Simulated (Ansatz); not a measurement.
# How Pt(110) screens a field, part 2 of 2

Wanted: the response of a Pt(110) slab to a perpendicular field.

Ansatz 0.2.0; plane-wave DFT, r2SCAN, Ansatz PAW.

So far. Step 7 (Single point, field 0.2 V/Å): The dipole is 0.134 e·Å.

### Step 8. Atoms held, field -0.2 V/Å

input.yaml reads:

```yaml
crystal:
  lattice:
    - [3.92, 0.0, 0.0]
    - [0.0, 2.7718585823, 0.0]
    - [0.0, 0.0, 26.3155757468]
  atoms:
    - { symbol: Pt, position: [0.0, 0.0, 0.3420027776] }
    - { symbol: Pt, position: [0.5, 0.5, 0.3946685184] }
    - { symbol: Pt, position: [0.0, 0.0, 0.4473342592] }
    - { symbol: Pt, position: [0.5, 0.5, 0.5] }
    - { symbol: Pt, position: [0.0, 0.0, 0.5526657408] }
    - { symbol: Pt, position: [0.5, 0.5, 0.6053314816] }
    - { symbol: Pt, position: [0.0, 0.0, 0.6579972224] }
kpoints:
  mp_grid: { grid: [14, 18, 1] }
hamiltonian:
  xc: r2scan
scf:
  occupations: { method: fermi_dirac, width: 0.1 }
  convergence: { dr2_threshold: 1.0e-10 }
efield:
  axis: 3
  dipole_correction: true
  ramp_position: 0.97
  ramp_width: 0.06
  amplitude: -0.2
output:
  forces: true
  write_potential: true
  write_density: true
  volumetric_format: npy
```

Started as:

```bash
> ansatz run input.yaml --threads 4 --pin off --max-ram 6144MiB --backend cpu --events-out ev --progress --plain --runs-dir out
```

Numbers of over 12 decimals in the logs are rounded to 6 here.

The log of the run:

```text
[...]
Crystal: 7 atoms, lattice volume = 285.937 Å³
Basis set: ecut = 500 eV, 7195 PW (Γ), exchange–correlation on 120×96×768 points (64 copies of the dense FFT grid, shifted against one another)
Bands: 76, of which v1, the nominal top of the filled ones, is band 63 counted from 1 (62 counted from 0)
Symmetry: 4 space group operations
k-points: 80 of 252
[...]
k-point 0: bands = [... 59 lower, 4.4254, 4.6066, 4.7053, 5.0428, 5.0621, 5.3783, 5.4043, 5.6497, ... 9 higher]
  k-point 1: bands = [... 59 lower, 4.3594, 4.6395, 4.8091, 4.8938, 4.9588, 5.4476, 5.4487, 5.5115, ... 9 higher]
  k-point 2: bands = [... 59 lower, 4.1901, 4.7232, 4.7486, 4.7486, 4.8186, 5.2700, 5.5598, 5.6371, ... 9 higher]
  k-point 79: bands = [... 59 lower, 5.2166, 5.3056, 5.4813, 5.4979, 6.2202, 6.4955, 8.6744, 8.9985, ... 9 higher]
[key lines of the parts left out:]
SCF converged after 21 iterations
Free energy (F): -87754.707045 eV
Fermi energy:    5.166670 eV
Dipole field:    D = -0.085024 V/Å  (p = -0.134354 e·Å, saw-weighted, corrected)
```

Run time: 2.8 min. Hardware: 4 threads of Arm Neoverse V2, shared host; peak memory 2.1 GiB; 11 min of CPU time.

The dipole is -0.134 e·Å.

### Step 9. Atoms held, field 0.4 V/Å

input.yaml, as its differences from that of step 8:

```diff
@@ -25,3 +25,3 @@
   ramp_width: 0.06
-  amplitude: -0.2
+  amplitude: 0.4
 output:
@@ -31 +31,2 @@
   volumetric_format: npy
+  elf: true
```

The log of the run:

```text
[...]
Crystal: 7 atoms, lattice volume = 285.937 Å³
Basis set: ecut = 500 eV, 7195 PW (Γ), exchange–correlation on 120×96×768 points (64 copies of the dense FFT grid, shifted against one another)
Bands: 76, of which v1, the nominal top of the filled ones, is band 63 counted from 1 (62 counted from 0)
Symmetry: 4 space group operations
k-points: 80 of 252
[...]
k-point 0: bands = [... 59 lower, 4.4177, 4.6003, 4.6990, 5.0365, 5.0560, 5.3720, 5.3977, 5.6435, ... 9 higher]
  k-point 1: bands = [... 59 lower, 4.3524, 4.6326, 4.8028, 4.8877, 4.9526, 5.4409, 5.4424, 5.5053, ... 9 higher]
  k-point 2: bands = [... 59 lower, 4.1838, 4.7154, 4.7424, 4.7431, 4.8124, 5.2638, 5.5528, 5.6309, ... 9 higher]
  k-point 79: bands = [... 59 lower, 5.2104, 5.2993, 5.4750, 5.4919, 6.2142, 6.4895, 8.6684, 8.9924, ... 9 higher]
[key lines of the parts left out:]
SCF converged after 27 iterations
Free energy (F): -87754.747361 eV
Fermi energy:    5.160430 eV
Dipole field:    D = 0.170120 V/Å  (p = 0.268821 e·Å, saw-weighted, corrected)
```

Wall time 5.8 min (4 threads); peak memory 4.3 GiB.

Running mean over 1.386 Å of the planar mean, with the applied field; the ramp of the sawtooth is left out. Electron's electrostatic potential energy less the Fermi level against z:

| z (Å) | electron's electrostatic potential energy less the Fermi level (eV) |
| --- | --- |
| 4 | 3.86 |
| 6 | 4.63 |
| 8 | 0.354 |
| 10 | -11.6 |
| 12 | -12.0 |
| 14 | -12.0 |
| 16 | -11.8 |
| 18 | -3.35 |
| 20 | 5.75 |
| 22 | 6.58 |

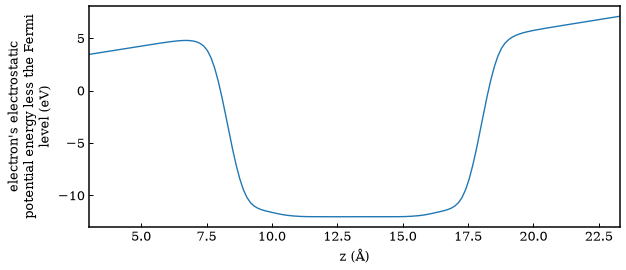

Electron's electrostatic potential energy less the Fermi level against z.

The dipole is 0.269 e·Å.

### Step 10. The response

This step: plane-wave DFT, r2SCAN, Ansatz PAW; screening of a field by a metal slab (Ansatz 0.2.0).

The dipoles give the slope, and the difference of two potentials shows where the field is screened.

Numbers from this step:

```
equivalent conductor thickness p/(ε₀AE)      : 11.19 Å
distance between the outer atoms             : 8.316 Å
inner field over outer field                 : -0.006668
image plane, upper face                      : 1.347 Å
induced electrons on the upper face over ε₀E : -1.016
image plane, lower face                      : 1.347 Å
induced electrons on the lower face over ε₀E : 1.016
```

Table of dipole of the cell by applied field:

| applied field (V/Å) | dipole of the cell (e·Å) |
| --- | --- |
| -0.200 | -0.134 |
| -0.100 | -0.0672 |
| -0.050 | -0.0336 |
| 0.000 | 0 |
| 0.050 | 0.0336 |
| 0.100 | 0.0672 |
| 0.200 | 0.134 |
| 0.400 | 0.269 |

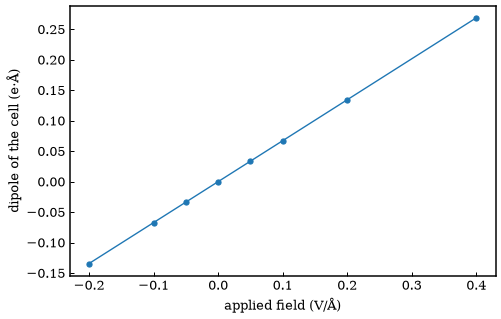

Dipole of the cell against applied field.

Local field over the applied field, running mean. From the potentials at -0.05 and 0.05 V/Å; running mean over 1.386 Å. Local field over applied field against z:

| z (Å) | local field over applied field |
| --- | --- |
| 6 | 0.971 |
| 8 | 0.291 |
| 10 | 0.00423 |
| 12 | 0.00453 |
| 14 | 5.8e-4 |
| 16 | 0.00646 |
| 18 | 0.142 |
| 20 | 0.945 |
| 22 | 0.999 |

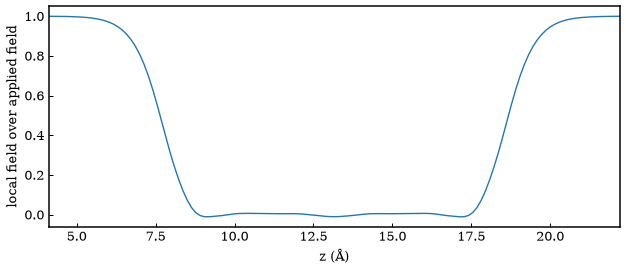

Local field over applied field against z.

The induced electron density oscillates, so the rows of the table below give means over windows of 2 Å about each position, cut where the curve ends. Its maxima inside the range that stand out by 2 % of the span (Å: e/Å³ per V/Å): 7.9: 0.00458, 8.9: 4.5e-4, 10.7: 1.3e-4, 11.8: 1.5e-4, 12.5: 2.5e-4, 14.3: 6.0e-5, 14.8: 2.3e-4, 17.0: 5.2e-4, 17.7: 3.8e-4. Its minima: 8.6: -3.8e-4, 9.3: -5.2e-4, 11.5: -2.3e-4, 12.1: -6.0e-5, 13.8: -2.5e-4, 14.5: -1.5e-4, 15.6: -1.3e-4, 17.4: -4.5e-4, 18.4: -0.00458.

Electrons, planar mean, per unit field. Table of induced electron density by z; means over each step:

| z (Å) | induced electron density (e/Å³ per V/Å) |
| --- | --- |
| 6 | 4.2e-4 |
| 8 | 0.00238 |
| 10 | -5.3e-5 |
| 12 | 4.3e-5 |
| 14 | -4.3e-5 |
| 16 | 4.2e-5 |
| 18 | -0.00205 |
| 20 | -7.5e-4 |
| 22 | -2.0e-5 |

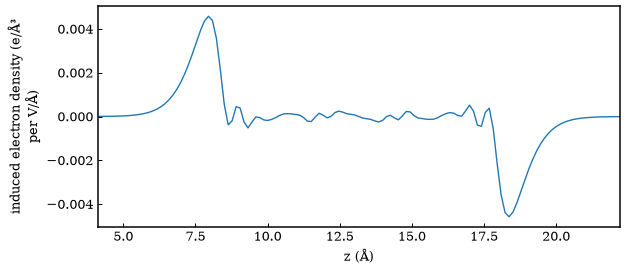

Induced electron density, plotted against z.

By hand: between -0.05 and 0.05 V/Å the dipole changes by 0.06717 e·Å, a slope of 0.6717 e·Å²/V. A perfect conductor of thickness t has p = ε₀AEt, so t = 180.95 × 0.6717 / 10.866 = 11.19 Å (e/ε₀ = 180.95 V·Å, A in Å²). Less the 8.32 Å between the outer atoms, and halved, that puts each image plane 1.44 Å out.

The induced dipole is that of a conductor 11.19 Å thick.

### Step 11. Varying the input

This step: plane-wave DFT, r2SCAN, Ansatz PAW (Ansatz 0.2.0).

A run with a changed input: it repeats the earlier run at 0.05 V/Å with basis.ecutwfc to 25.7 Ry and kpoints.mp_grid.shift to [0.5, 0.5, 0.0].

input.yaml, as its differences from that of step 9:

```diff
@@ -14,3 +14,3 @@
 kpoints:
-  mp_grid: { grid: [14, 18, 1] }
+  mp_grid: { grid: [14, 18, 1], shift: [0.5, 0.5, 0.0] }
 hamiltonian:
@@ -25,3 +25,3 @@
   ramp_width: 0.06
-  amplitude: 0.4
+  amplitude: 0.05
 output:
@@ -31,2 +31,3 @@
   volumetric_format: npy
-  elf: true
+basis:
+  ecutwfc: "25.7 Ry"
```

The log of the run:

```text
Warning: basis.ecutwfc = 349.666313 eV is below the records' recommended 500 eV, and the density's cutoff is lower with it unless basis.ecutrho_ratio is high enough to keep the records' density cutoff: compare with a run at a higher cutoff
[...]
Crystal: 7 atoms, lattice volume = 285.937 Å³
Basis set: ecut = 349.666313 eV, 4219 PW (Γ), exchange–correlation on 96×72×648 points (64 copies of the dense FFT grid, shifted against one another)
Bands: 76, of which v1, the nominal top of the filled ones, is band 63 counted from 1 (62 counted from 0)
Symmetry: 4 space group operations
k-points: 63 of 252
[...]
SCF iter   1: F=—  HF=-87754.771814 eV  |F-HF|=—  |Δ(HF+E_count)|=         —  Δρ=1.95e-2  dr2=1.45e1  dr2_τ=1.91e-1  ethr=1.77e-3  p=0.000 e·Å  D=4.29e-13 V/Å  ΔV_dip=-0.00 eV  dr2_dipole=5.17e0  V_vac-E_F(+/−)=5.90/4.70 eV  ⟨swp⟩=7.8  Hψ=20414  notcnv=0  defer=94
[...]
SCF iter  15: F=-87754.606828 eV  HF=-87754.606828 eV  |F-HF|=3.11e-9  |Δ(HF+E_count)|=   3.94e-9  Δρ=6.66e-8  dr2=4.52e-11  dr2_τ=9.57e-13  ethr=1.00e-12  p=0.034 e·Å  D=2.13e-2 V/Å  ΔV_dip=-0.56 eV  dr2_dipole=1.97e-12  V_vac-E_F(+/−)=5.57/4.93 eV  ⟨swp⟩=18.6  Hψ=32564  notcnv=0
SCF 1 converged in 15 iterations: F = -87754.606828 eV  dr2 = 4.52e-11
[...]
SCF converged after 15 iterations
Free energy (F): -87754.606828 eV
[...]
Internal energy: -87754.208929 eV  (E = F + TS)
E sigma→0 (E₀):  -87754.407879 eV
Entropy (-TS):   -0.397899 eV (-56.843 meV/atom)
Fermi energy:    5.165369 eV
Dipole field:    D = 0.021256 V/Å  (p = 0.033589 e·Å, saw-weighted, corrected)
Work function:   not extracted (applied field tilts the vacuum); planar V_es + V_field profile in the machine report
[...]
--- Forces (eV/Å), atoms counted from 1 ---
  atom   1  Pt     0.00000000     0.00000000     0.83436194
  atom   2  Pt     0.00000000     0.00000000    -1.11269765
  atom   3  Pt     0.00000000     0.00000000    -0.02443958
  atom   4  Pt     0.00000000     0.00000000    -0.00117690
  atom   5  Pt     0.00000000     0.00000000     0.03144447
  atom   6  Pt     0.00000000     0.00000000     1.11192140
  atom   7  Pt     0.00000000     0.00000000    -0.83941362
  max |Σ_I F_I| component: 6.47e-8 eV/Å
--- Band table (eV; the first three rows and the last of 63) ---
  k-point 0: bands = [... 59 lower, 4.4097, 4.5925, 4.7765, 4.9721, 5.0373, 5.4098, 5.4361, 5.5802, ... 9 higher]
  k-point 1: bands = [... 59 lower, 4.2855, 4.6760, 4.7769, 4.8799, 4.8892, 5.2897, 5.4904, 5.5840, ... 9 higher]
  k-point 2: bands = [... 59 lower, 4.1305, 4.6325, 4.6645, 4.7840, 4.8106, 5.3265, 5.6073, 5.6779, ... 9 higher]
  k-point 62: bands = [... 59 lower, 5.2041, 5.2383, 5.4374, 5.4751, 6.1355, 6.6345, 8.4474, 8.9500, ... 9 higher]
```

The job ended after 55 s (4 threads; peak memory 1.2 GiB).

| quantity | this run | earlier run | difference |
| --- | --- | --- | --- |
| dipole along the normal (e·Å) | 0.03359 | 0.03359 | 1.9e-6 |

The dipole moves by under 0.5 % or 5e-5 e·Å. The run took 15 SCF cycles against 19.

The change did no harm here.

### Step 12. Varying the input

Another changed input: it repeats the earlier run at 0.05 V/Å with efield.dipole_correction from true to false.

input.yaml, as its differences from that of step 11:

```diff
@@ -14,3 +14,3 @@
 kpoints:
-  mp_grid: { grid: [14, 18, 1], shift: [0.5, 0.5, 0.0] }
+  mp_grid: { grid: [14, 18, 1] }
 hamiltonian:
@@ -22,3 +22,3 @@
   axis: 3
-  dipole_correction: true
+  dipole_correction: false
   ramp_position: 0.97
@@ -31,3 +31 @@
   volumetric_format: npy
-basis:
-  ecutwfc: "25.7 Ry"
```

The log of the run:

```text
[...]
Crystal: 7 atoms, lattice volume = 285.937 Å³
Basis set: ecut = 500 eV, 7195 PW (Γ), exchange–correlation on 120×96×768 points (64 copies of the dense FFT grid, shifted against one another)
Bands: 76, of which v1, the nominal top of the filled ones, is band 63 counted from 1 (62 counted from 0)
Symmetry: 4 space group operations
k-points: 80 of 252
[...]
SCF iter   1: F=—  HF=-87754.861843 eV  |F-HF|=—  |Δ(HF+E_count)|=         —  Δρ=1.96e-2  dr2=1.45e1  dr2_τ=1.85e-1  ethr=1.77e-3  p=0.000 e·Å  V_vac-E_F(+/−)=5.90/4.70 eV  ⟨swp⟩=7.7  Hψ=25936  notcnv=0  defer=112
[...]
SCF iter  20: F=-87754.695071 eV  HF=-87754.695071 eV  |F-HF|=7.28e-11  |Δ(HF+E_count)|=    0.00e0  Δρ=2.29e-8  dr2=6.54e-12  dr2_τ=2.05e-13  ethr=1.00e-12  p=0.058 e·Å  V_vac-E_F(+/−)=5.80/4.68 eV  ⟨swp⟩=9.0  Hψ=28583  notcnv=0
SCF 1 converged in 20 iterations: F = -87754.695071 eV  dr2 = 6.54e-12
[...]
SCF converged after 20 iterations
[...]
Free energy (F): -87754.695071 eV
[...]
Internal energy: -87754.300752 eV  (E = F + TS)
E sigma→0 (E₀):  -87754.497911 eV
Entropy (-TS):   -0.394319 eV (-56.331 meV/atom)
Fermi energy:    5.168341 eV
Dipole field:    D = 0.036971 V/Å  (p = 0.058421 e·Å, saw-weighted)
Work function:   not extracted (applied field tilts the vacuum); planar V_es + V_field profile in the machine report
[...]
--- Forces (eV/Å), atoms counted from 1 ---
  atom   1  Pt     0.00000000     0.00000000     0.82467660
  atom   2  Pt     0.00000000     0.00000000    -1.12201805
  atom   3  Pt     0.00000000     0.00000000    -0.01795287
  atom   4  Pt     0.00000000     0.00000000    -0.00201590
  atom   5  Pt     0.00000000     0.00000000     0.03011959
  atom   6  Pt     0.00000000     0.00000000     1.12066735
  atom   7  Pt     0.00000000     0.00000000    -0.83347797
  max |Σ_I F_I| component: 1.26e-6 eV/Å
--- Band table (eV; the first three rows and the last of 80) ---
  k-point 0: bands = [... 59 lower, 4.4274, 4.6083, 4.7069, 5.0444, 5.0638, 5.3800, 5.4060, 5.6514, ... 9 higher]
  k-point 1: bands = [... 59 lower, 4.3613, 4.6414, 4.8108, 4.8955, 4.9605, 5.4494, 5.4503, 5.5132, ... 9 higher]
  k-point 2: bands = [... 59 lower, 4.1917, 4.7254, 4.7501, 4.7502, 4.8203, 5.2717, 5.5616, 5.6388, ... 9 higher]
  k-point 79: bands = [... 59 lower, 5.2183, 5.3073, 5.4830, 5.4994, 6.2218, 6.4972, 8.6760, 9.0001, ... 9 higher]
```

Elapsed: 2.7 min, on 4 threads; peak memory 2.1 GiB.

| quantity | this run | earlier run | difference |
| --- | --- | --- | --- |
| dipole along the normal (e·Å) | 0.05842 | 0.03359 | 0.025 |

With the dipole correction off, the periodic images add a field of their own to the typed one.

It moves by +0.0248 e·Å.

These numbers are not those of the isolated slab.

### Step 13. Outcome

```yaml
work_function: 5.27 eV
image_plane_upper_face: 1.35 Å
induced_electrons_on_the_upper_face_over_eps_0e: -1.02
equivalent_conductor_thickness_p_eps_0ae: 11.2 Å
inner_field_over_outer_field: -0.00667
```

**Reading.** The induced charge has its centre 1.35 Å outside the outermost atoms; this is the plane from which a capacitor's gap or an image potential counts. The equivalent conductor thickness exceeds the distance between the outer atoms by 2.87 Å, about the sum of the two image-plane distances. In the middle of the slab the field is screened to under 2 % of its outer value. The atoms are held at bulk positions with the tabulated experimental lattice constant.

[Logs are printed without paths, hosts, clocks, repeated set-up lines and the standing remarks that a program may print on its own settings, such as how far it seeks lower states.]

[Hosts, paths, dates, database ids (printed as entryN), source tags and the programs' standing remarks are cut or masked in the printed files.]

[Maps of the electrostatic potential energy from Ansatz leave out the sawtooth potential of an applied field or a dipole correction, so their vacuum need not be flat; planar profiles and work functions include it.]
